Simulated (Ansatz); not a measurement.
# MgBrCl + SiH4: a complex and its separated parts

The complex below is one end of an elementary step. How strongly is it bound against its free parts?

Program: Ansatz 0.2.0, Gaussian basis. Level of theory: PBE0-D4/def2-TZVP structures, single points in def2-TZVPP, no counterpoise correction. These are calculated values, not measurements.

Levels: SPW92, PBE-D4, BLYP-D4, r2SCAN-D4, B97M-V, PBE0-D4, B3LYP-D4, r2SCAN0-D4, BHLYP-D4, CAM-B3LYP-D4, wB97X-V, wB97M-V, B2PLYP, PBE-QIDH, RPA on PBE, Hartree-Fock, MP2, CCSD, CCSD(T).

Cores are frozen in the correlated methods. Filled d shells of the heavier atoms are correlated. The outer core shell of Li, Na, Mg and K is correlated. B3LYP uses VWN-RPA correlation. B2PLYP carries no dispersion term here.

94 further runs of the same task are left out: 94 set aside as unsound or not needed. Runs told in other sessions of the task aren't counted.

### Step 1. The system as given

The complex: 8 atoms, charge 0, spin multiplicity 1.

Atoms are counted from 1 here; the program's logs count them from 0.

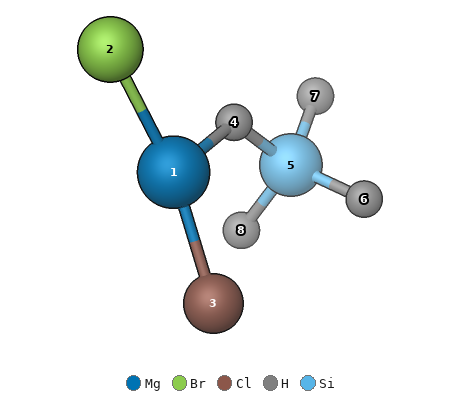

Start geometry, drawn with colours as in the key; atoms are numbered from 1 in the order of the file.

As a file:

```xyz
8
BrClH4MgSi
Mg   -0.4993   -1.7601    0.6006
Br    0.2428   -2.5045    2.6821
Cl   -1.4699   -1.6707   -1.3616
H     0.3537    0.1308    0.6280
Si    0.3338    1.2115   -0.4301
H     0.9699    0.6697   -1.6477
H     1.1388    2.3029    0.1673
H    -1.0697    1.6206   -0.6386
```

Its parts: MgBrCl holds atoms 1, 2, 3; SiH4 holds atoms 4, 5, 6, 7, 8. Each part counts its atoms afresh in its own runs.

### Step 2. Relaxing MgBrCl alone

Contents of relax-a/in.yaml:

```yaml
crystal:
  periodic: [false, false, false]
  atoms:
    - {symbol: Mg, position_ang: [-0.499285, -1.760061, 0.600580]}
    - {symbol: Br, position_ang: [0.242847, -2.504494, 2.682066]}
    - {symbol: Cl, position_ang: [-1.469893, -1.670711, -1.361564]}
basis:
  gaussian: {orbitals: def2-TZVP}
hamiltonian: {xc: pbe0, dispersion: d4}
relax: {f_tol: 0.005, max_steps: 200}
```

The run is started by

```console
> ansatz run in.yaml --threads 8 --pin off --events-out ev --progress --plain --max-ram 19148MiB
```

Standard output (excerpt; [...] marks lines left out):

```text
Functional definition: PBE0
  name "PBE0"
  cite "Adamo & Barone, J. Chem. Phys. 110, 6158 (1999) doi:10.1063/1.478522"
  cite "Perdew, Burke & Ernzerhof, Phys. Rev. Lett. 77, 3865 (1996) doi:10.1103/PhysRevLett.77.3865"
  parent pbe
[...]
969 factors; their error is unknown
[...]
mean field -88002.86900004 eV, -3234.0457852645 hartree, gradient 5.2e-5 eV, S^2 0.000000; 0 other end points of the search recorded, 0 dependent functions left out
[...]
reference -88002.86902642 eV, -3234.0457862340 hartree; 32, 32 occupied and 85, 85 virtual orbitals, 969 factors
[...]
969 factors; their error is unknown
[...]
mean field -88002.91617783 eV, -3234.0475190164 hartree, gradient 2.0e-5 eV, S^2 0.000000; 1 other end points of the search recorded, 0 dependent functions left out
[...]
reference -88002.91620407 eV, -3234.0475199805 hartree; 32, 32 occupied and 85, 85 virtual orbitals, 969 factors
Total energy: -88002.96338552 eV, -3234.0492538670 hartree
Atom 0 at    -0.594394    -1.969097     0.595534 Å, force     0.000056    -0.000050     0.000152 eV/Å
Atom 1 at     0.292692    -2.404693     2.693092 Å, force    -0.000007     0.000014    -0.000025 eV/Å
Atom 2 at    -1.424629    -1.561476    -1.367544 Å, force    -0.000050     0.000036    -0.000127 eV/Å
Dipole moment:     0.014136    -0.006912     0.033399 e Å
```

It took 4.6 s on 8 threads of Arm Neoverse V1, shared host.

Relaxation path:

```tsv
step	energy from step 1 (eV)	largest force component (eV/Å)
1	0.0000	0.2597
2	-0.0239	0.1663
3	-0.0466	0.0546
4	-0.0470	0.0066
5	-0.0470	0.0002
```

Distances of close pairs at the start and the end, largest changes first:

```tsv
bond	before (Å)	after (Å)	change (Å)
Mg1–Cl3	2.191	2.170	-0.021
Mg1–Br2	2.332	2.319	-0.013
```

### Step 3. Relaxing SiH4 alone

Contents of relax-b/in.yaml:

```yaml
crystal:
  periodic: [false, false, false]
  atoms:
    - {symbol: H, position_ang: [0.353678, 0.130820, 0.628031]}
    - {symbol: Si, position_ang: [0.333754, 1.211550, -0.430072]}
    - {symbol: H, position_ang: [0.969882, 0.669675, -1.647740]}
    - {symbol: H, position_ang: [1.138842, 2.302860, 0.167311]}
    - {symbol: H, position_ang: [-1.069726, 1.620560, -0.638612]}
basis:
  gaussian: {orbitals: def2-TZVP}
hamiltonian: {xc: pbe0, dispersion: d4}
relax: {f_tol: 0.005, max_steps: 200}
```

The run is started by

```console
> ansatz run in.yaml --threads 8 --pin off --events-out ev --progress --plain --max-ram 19148MiB
```

Standard output (excerpt; [...] marks lines left out):

```text
[... 5 set-up lines as earlier in the session ...]
[...]
444 factors; their error is unknown
[...]
mean field -7939.05024407 eV, -291.7547151880 hartree, gradient 2.7e-5 eV, S^2 0.000000; 0 other end points of the search recorded, 0 dependent functions left out
[...]
Atom 1 at     0.345330     1.187108    -0.384139 Å, force     0.000170     0.000599    -0.000268 eV/Å
Atom 2 at     0.957076     0.690869    -1.642449 Å, force     0.001252    -0.001086    -0.003591 eV/Å
Atom 3 at     1.135101     2.333743     0.131215 Å, force     0.001364     0.000966     0.001850 eV/Å
Atom 4 at    -1.047700     1.625788    -0.650317 Å, force    -0.003603     0.001178    -0.001202 eV/Å
Dipole moment:     0.000043     0.000012     0.000077 e Å
```

Run time: 0.85 s. Hardware: 8 threads of Arm Neoverse V1, shared host.

Along the way:

```tsv
step	energy from step 1 (eV)	largest force component (eV/Å)
1	0.0000	0.9116
2	-0.0320	0.1712
3	-0.0326	0.1428
4	-0.0351	0.0036
```

Distances of close pairs at the start and the end, largest changes first:

```tsv
bond	before (Å)	after (Å)	change (Å)
H1–Si2	1.513	1.485	-0.028
Si2–H5	1.477	1.485	+0.008
Si2–H3	1.477	1.485	+0.008
Si2–H4	1.482	1.485	+0.003
```

### Step 4. SPW92/def2-TZVPP

Contents of parta/in.yaml:

```yaml
crystal:
  periodic: [false, false, false]
  atoms:
    - {symbol: Mg, position_ang: [-0.594394, -1.969097, 0.595534]}
    - {symbol: Br, position_ang: [0.292692, -2.404693, 2.693092]}
    - {symbol: Cl, position_ang: [-1.424629, -1.561476, -1.367544]}
basis:
  gaussian: {orbitals: def2-TZVPP}
hamiltonian: {xc: lda}
```

Contents of partb/in.yaml:

```yaml
crystal:
  periodic: [false, false, false]
  atoms:
    - {symbol: H, position_ang: [0.336622, 0.097957, 0.624607]}
    - {symbol: Si, position_ang: [0.345330, 1.187108, -0.384139]}
    - {symbol: H, position_ang: [0.957076, 0.690869, -1.642449]}
    - {symbol: H, position_ang: [1.135101, 2.333743, 0.131215]}
    - {symbol: H, position_ang: [-1.047700, 1.625788, -0.650317]}
basis:
  gaussian: {orbitals: def2-TZVPP}
hamiltonian: {xc: lda}
```

The same command starts each run, in its folder.

The run is started by

```console
> ansatz run in.yaml --threads 8 --pin off --events-out ev --progress --plain --max-ram 19148MiB
```

Output in parta (excerpt; [...] marks lines left out):

```text
Functional definition: SPW92
  name "SPW92"
  cite "Dirac, Proc. Camb. Phil. Soc. 26, 376 (1930) doi:10.1017/S0305004100016108"
  cite "Slater, Phys. Rev. 81, 385 (1951) doi:10.1103/PhysRev.81.385"
  cite "Perdew & Wang, Phys. Rev. B 45, 13244 (1992) doi:10.1103/PhysRevB.45.13244"
[...]
958 factors; their error is unknown
[...]
mean field -87854.81630666 eV, -3228.6049491365 hartree, gradient 6.5e-5 eV, S^2 0.000000; 0 other end points of the search recorded, 0 dependent functions left out
reference -87854.81633924 eV, -3228.6049503337 hartree; 32, 32 occupied and 90, 90 virtual orbitals, 958 factors
Total energy: -87854.81633924 eV, -3228.6049503337 hartree
```

partb printed (excerpt; [...] marks lines left out):

```text
[... 5 set-up lines as earlier in the session ...]
[...]
524 factors; their error is unknown
[...]
mean field -7909.52593883 eV, -290.6697169829 hartree, gradient 6.4e-5 eV, S^2 0.000000; 0 other end points of the search recorded, 0 dependent functions left out
reference -7909.52597092 eV, -290.6697181621 hartree; 9, 9 occupied and 89, 89 virtual orbitals, 524 factors
Total energy: -7909.52597092 eV, -290.6697181621 hartree
```

Wall times: 0.3 s (parta), 0.2 s (partb) on 8 threads of Arm Neoverse V1, shared host.

### Step 5. PBE-D4/def2-TZVPP

Each input of step 4 (parta, partb) changes in the same lines:

```diff
-hamiltonian: {xc: lda}
+hamiltonian: {xc: pbe, dispersion: d4}
```

One command serves all of them, each in its own folder.

The run is started by

```console
> ansatz run in.yaml --threads 8 --pin off --events-out ev --progress --plain --max-ram 19148MiB
```

Log of parta (excerpt; [...] marks lines left out):

```text
Functional definition: PBE
  name "PBE"
[... 2 set-up lines as earlier in the session ...]
[...]
958 factors; their error is unknown
[...]
mean field -87998.88457202 eV, -3233.8993602353 hartree, gradient 8.7e-5 eV, S^2 0.000000; 0 other end points of the search recorded, 0 dependent functions left out
reference -87998.88460658 eV, -3233.8993615057 hartree; 32, 32 occupied and 90, 90 virtual orbitals, 958 factors
Total energy: -87998.93863253 eV, -3233.9013469226 hartree
```

Log of partb (excerpt; [...] marks lines left out):

```text
[... 4 set-up lines as earlier in the session ...]
[...]
524 factors; their error is unknown
[...]
mean field -7938.15280030 eV, -291.7217347379 hartree, gradient 5.2e-5 eV, S^2 0.000000; 0 other end points of the search recorded, 0 dependent functions left out
reference -7938.15283460 eV, -291.7217359984 hartree; 9, 9 occupied and 89, 89 virtual orbitals, 524 factors
Total energy: -7938.19517540 eV, -291.7232919942 hartree
```

Times: 0.45 s (parta), 0.25 s (partb) on 8 threads of Arm Neoverse V1, shared host.

### Step 6. BLYP-D4/def2-TZVPP

The same edit goes into each in.yaml of step 5 (parta, partb):

```diff
-hamiltonian: {xc: pbe, dispersion: d4}
+hamiltonian: {xc: {name: BLYP}, dispersion: d4}
```

The same command starts each run, in its folder.

The run is started by

```console
> ansatz run in.yaml --threads 8 --pin off --events-out ev --progress --plain --max-ram 19148MiB
```

parta printed (excerpt; [...] marks lines left out):

```text
Functional definition: BLYP
  name "BLYP"
  cite "Becke, Phys. Rev. A 38, 3098 (1988) doi:10.1103/PhysRevA.38.3098"
  cite "Lee, Yang & Parr, Phys. Rev. B 37, 785 (1988) doi:10.1103/PhysRevB.37.785"
[...]
958 factors; their error is unknown
[...]
mean field -88018.75845279 eV, -3234.6297118828 hartree, gradient 2.8e-5 eV, S^2 0.000000; 0 other end points of the search recorded, 0 dependent functions left out
reference -88018.75874531 eV, -3234.6297226326 hartree; 32, 32 occupied and 90, 90 virtual orbitals, 958 factors
Total energy: -88018.86944920 eV, -3234.6337909254 hartree
```

Output in partb (excerpt; [...] marks lines left out):

```text
[... 4 set-up lines as earlier in the session ...]
[...]
524 factors; their error is unknown
[...]
mean field -7942.32370112 eV, -291.8750125157 hartree, gradient 3.5e-5 eV, S^2 0.000000; 0 other end points of the search recorded, 0 dependent functions left out
reference -7942.32398260 eV, -291.8750228600 hartree; 9, 9 occupied and 89, 89 virtual orbitals, 524 factors
Total energy: -7942.42239826 eV, -291.8786395689 hartree
```

Times: 0.5 s (parta), 0.25 s (partb) on 8 threads of Arm Neoverse V1, shared host.

### Step 7. r2SCAN-D4/def2-TZVPP

Each input of step 6 (parta, partb) changes in the same lines:

```diff
-hamiltonian: {xc: {name: BLYP}, dispersion: d4}
+hamiltonian: {xc: r2scan, dispersion: d4}
```

The same command starts each run, in its folder.

The run is started by

```console
> ansatz run in.yaml --threads 8 --pin off --events-out ev --progress --plain --max-ram 19148MiB
```

Output in parta (excerpt; [...] marks lines left out):

```text
Functional definition: r2SCAN
  name "r2SCAN"
  cite "Furness, Kaplan, Ning, Perdew & Sun, J. Phys. Chem. Lett. 11, 8208 (2020) doi:10.1021/acs.jpclett.0c02405"
  cite "Furness, Kaplan, Ning, Perdew & Sun, J. Phys. Chem. Lett. 11, 9248 (2020) doi:10.1021/acs.jpclett.0c03077"
  parent r2scan
[...]
958 factors; their error is unknown
[...]
mean field -88016.13572727 eV, -3234.5333284976 hartree, gradient 5.0e-5 eV, S^2 0.000000; 0 other end points of the search recorded, 0 dependent functions left out
reference -88016.13573737 eV, -3234.5333288689 hartree; 32, 32 occupied and 90, 90 virtual orbitals, 958 factors
Total energy: -88016.14819193 eV, -3234.5337865652 hartree
```

partb printed (excerpt; [...] marks lines left out):

```text
[... 5 set-up lines as earlier in the session ...]
[...]
524 factors; their error is unknown
[...]
mean field -7941.75744611 eV, -291.8542030280 hartree, gradient 1.7e-5 eV, S^2 0.000000; 0 other end points of the search recorded, 0 dependent functions left out
reference -7941.75745671 eV, -291.8542034175 hartree; 9, 9 occupied and 89, 89 virtual orbitals, 524 factors
Total energy: -7941.76702591 eV, -291.8545550790 hartree
```

Wall times: 1.2 s (parta), 0.55 s (partb) on 8 threads of Arm Neoverse V1, shared host.

### Step 8. B97M-V/def2-TZVPP

Each input of step 7 (parta, partb) changes in the same lines:

```diff
-hamiltonian: {xc: r2scan, dispersion: d4}
+hamiltonian: {xc: {name: B97M-V}}
```

The same command starts each run, in its folder.

The run is started by

```console
> ansatz run in.yaml --threads 8 --pin off --events-out ev --progress --plain --max-ram 19148MiB
```

Output in parta (excerpt; [...] marks lines left out):

```text
Functional definition: B97M-V
  name "B97M-V"
  cite "Mardirossian & Head-Gordon, J. Chem. Phys. 142, 074111 (2015) doi:10.1063/1.4907719"
  cite "Becke, J. Chem. Phys. 107, 8554 (1997) doi:10.1063/1.475007"
  cite "Vydrov & Van Voorhis, J. Chem. Phys. 133, 244103 (2010) doi:10.1063/1.3521275"
  # Of w^i u^j: cxij and so on, Table III.
[...]
  gx(w, u) = cx00 + cx01*u + cx02*u^2 + (cx10 + cx11*u)*w
[...]
  gos(w, u) = cos00 + cos01*u + cos03*u^3 + cos10*w + cos32*w^3*u^2
[...]
      + integral(e_c_pw_mod_opposite_spin*gos(b97_w_opposite, b97_u_opposite)) + vv10(b, c)
958 factors; their error is unknown
[...]
mean field -88000.97286108 eV, -3233.9761034427 hartree, gradient 3.5e-5 eV, S^2 0.000000; 0 other end points of the search recorded, 0 dependent functions left out
reference -88000.97291123 eV, -3233.9761052859 hartree; 32, 32 occupied and 90, 90 virtual orbitals, 958 factors
Total energy: -88000.97291123 eV, -3233.9761052859 hartree
```

Log of partb (excerpt; [...] marks lines left out):

```text
[... 5 set-up lines as earlier in the session ...]
  # Of w^i u^j: cxij and so on, Table III.
[...]
  gx(w, u) = cx00 + cx01*u + cx02*u^2 + (cx10 + cx11*u)*w
[...]
  gos(w, u) = cos00 + cos01*u + cos03*u^3 + cos10*w + cos32*w^3*u^2
[...]
      + integral(e_c_pw_mod_opposite_spin*gos(b97_w_opposite, b97_u_opposite)) + vv10(b, c)
524 factors; their error is unknown
[...]
mean field -7940.58587002 eV, -291.8111484007 hartree, gradient 5.1e-5 eV, S^2 0.000000; 0 other end points of the search recorded, 0 dependent functions left out
reference -7940.58592245 eV, -291.8111503275 hartree; 9, 9 occupied and 89, 89 virtual orbitals, 524 factors
Total energy: -7940.58592245 eV, -291.8111503275 hartree
```

They took 1.7 s (parta), 0.7 s (partb) on 8 threads of Arm Neoverse V1, shared host.

### Step 9. PBE0-D4/def2-TZVPP

The same edit goes into each in.yaml of step 8 (parta, partb):

```diff
-hamiltonian: {xc: {name: B97M-V}}
+hamiltonian: {xc: pbe0, dispersion: d4}
+output: {orbitals: {seedname: orbitals}}
```

Each run has its own folder and the same command.

The run is started by

```console
> ansatz run in.yaml --threads 8 --pin off --events-out ev --progress --plain --max-ram 19148MiB
```

Output in parta (excerpt; [...] marks lines left out):

```text
[... 5 set-up lines as earlier in the session ...]
[...]
1026 factors; their error is unknown
[...]
mean field -88002.91770303 eV, -3234.0475750662 hartree, gradient 2.7e-5 eV, S^2 0.000000; 0 other end points of the search recorded, 0 dependent functions left out
reference -88002.91772925 eV, -3234.0475760299 hartree; 32, 32 occupied and 90, 90 virtual orbitals, 1026 factors
Total energy: -88002.96491071 eV, -3234.0493099165 hartree
```

Log of partb (excerpt; [...] marks lines left out):

```text
[... 5 set-up lines as earlier in the session ...]
[...]
527 factors; their error is unknown
[...]
mean field -7939.10185488 eV, -291.7566118503 hartree, gradient 5.6e-5 eV, S^2 0.000000; 0 other end points of the search recorded, 0 dependent functions left out
reference -7939.10188077 eV, -291.7566128019 hartree; 9, 9 occupied and 89, 89 virtual orbitals, 527 factors
Total energy: -7939.13646192 eV, -291.7578836356 hartree
```

Times: 0.7 s (parta), 0.25 s (partb) on 8 threads of Arm Neoverse V1, shared host.

### Step 10. B3LYP-D4/def2-TZVPP

The same edit goes into each in.yaml of step 9 (parta, partb):

```diff
-hamiltonian: {xc: pbe0, dispersion: d4}
-output: {orbitals: {seedname: orbitals}}
+hamiltonian: {xc: {name: B3LYP}, dispersion: d4}
```

The same command starts each run, in its folder.

The run is started by

```console
> ansatz run in.yaml --threads 8 --pin off --events-out ev --progress --plain --max-ram 19148MiB
```

parta printed (excerpt; [...] marks lines left out):

```text
Functional definition: B3LYP
  name "B3LYP"
  cite "Stephens, Devlin, Chabalowski & Frisch, J. Phys. Chem. 98, 11623 (1994) doi:10.1021/j100096a001"
[... 2 set-up lines as earlier in the session ...]
  cite "Vosko, Wilk & Nusair, Can. J. Phys. 58, 1200 (1980) doi:10.1139/p80-159"
[...]
1014 factors; their error is unknown
[...]
mean field -88019.76454911 eV, -3234.6666852405 hartree, gradient 1.6e-5 eV, S^2 0.000000; 0 other end points of the search recorded, 0 dependent functions left out
reference -88019.76476887 eV, -3234.6666933167 hartree; 32, 32 occupied and 90, 90 virtual orbitals, 1014 factors
Total energy: -88019.85381993 eV, -3234.6699658828 hartree
```

partb printed (excerpt; [...] marks lines left out):

```text
[... 6 set-up lines as earlier in the session ...]
[...]
527 factors; their error is unknown
[...]
mean field -7943.47015389 eV, -291.9171438781 hartree, gradient 4.1e-5 eV, S^2 0.000000; 0 other end points of the search recorded, 0 dependent functions left out
reference -7943.47036455 eV, -291.9171516195 hartree; 9, 9 occupied and 89, 89 virtual orbitals, 527 factors
Total energy: -7943.53903012 eV, -291.9196750327 hartree
```

Times: 0.7 s (parta), 0.25 s (partb) on 8 threads of Arm Neoverse V1, shared host.

### Step 11. r2SCAN0-D4/def2-TZVPP

Each input of step 10 (parta, partb) changes in the same lines:

```diff
-hamiltonian: {xc: {name: B3LYP}, dispersion: d4}
+hamiltonian: {xc: {name: r2SCAN0}, dispersion: d4}
```

One command serves all of them, each in its own folder.

The run is started by

```console
> ansatz run in.yaml --threads 8 --pin off --events-out ev --progress --plain --max-ram 19148MiB
```

Output in parta (excerpt; [...] marks lines left out):

```text
Functional definition: r2SCAN0
  name "r2SCAN0"
  cite "Bursch, Neugebauer, Ehlert & Grimme, J. Chem. Phys. 156, 134105 (2022) doi:10.1063/5.0086040"
[... 3 set-up lines as earlier in the session ...]
[...]
1026 factors; their error is unknown
[...]
mean field -88015.91017903 eV, -3234.5250397527 hartree, gradient 7.8e-5 eV, S^2 0.000000; 0 other end points of the search recorded, 0 dependent functions left out
reference -88015.91018723 eV, -3234.5250400539 hartree; 32, 32 occupied and 90, 90 virtual orbitals, 1026 factors
Total energy: -88015.92614435 eV, -3234.5256264675 hartree
```

partb printed (excerpt; [...] marks lines left out):

```text
[... 6 set-up lines as earlier in the session ...]
[...]
527 factors; their error is unknown
[...]
mean field -7941.68716637 eV, -291.8516202952 hartree, gradient 4.4e-6 eV, S^2 0.000000; 0 other end points of the search recorded, 0 dependent functions left out
reference -7941.68717483 eV, -291.8516206060 hartree; 9, 9 occupied and 89, 89 virtual orbitals, 527 factors
Total energy: -7941.69823827 eV, -291.8520271802 hartree
```

Times: 1.4 s (parta), 0.6 s (partb) on 8 threads of Arm Neoverse V1, shared host.

### Step 12. BHLYP-D4/def2-TZVPP

Each input of step 11 (parta, partb) changes in the same lines:

```diff
-hamiltonian: {xc: {name: r2SCAN0}, dispersion: d4}
+hamiltonian: {xc: {name: BHLYP}, dispersion: d4}
```

Each run has its own folder and the same command.

The run is started by

```console
> ansatz run in.yaml --threads 8 --pin off --events-out ev --progress --plain --max-ram 19148MiB
```

parta printed (excerpt; [...] marks lines left out):

```text
Functional definition: BHLYP
  name "BHLYP"
  cite "Becke, J. Chem. Phys. 98, 1372 (1993) doi:10.1063/1.464304"
[... 2 set-up lines as earlier in the session ...]
[...]
1122 factors; their error is unknown
[...]
mean field -88017.96469839 eV, -3234.6005419467 hartree, gradient 5.5e-5 eV, S^2 0.000000; 0 other end points of the search recorded, 0 dependent functions left out
reference -88017.96484803 eV, -3234.6005474457 hartree; 32, 32 occupied and 90, 90 virtual orbitals, 1122 factors
Total energy: -88018.05383439 eV, -3234.6038176341 hartree
```

partb printed (excerpt; [...] marks lines left out):

```text
[... 5 set-up lines as earlier in the session ...]
[...]
546 factors; their error is unknown
[...]
mean field -7942.64018151 eV, -291.8866429556 hartree, gradient 4.8e-6 eV, S^2 0.000000; 0 other end points of the search recorded, 0 dependent functions left out
reference -7942.64032411 eV, -291.8866481961 hartree; 9, 9 occupied and 89, 89 virtual orbitals, 546 factors
Total energy: -7942.68790687 eV, -291.8883968302 hartree
```

Wall times: 0.7 s (parta), 0.25 s (partb) on 8 threads of Arm Neoverse V1, shared host.

(Part 1 of 2 ends here.)
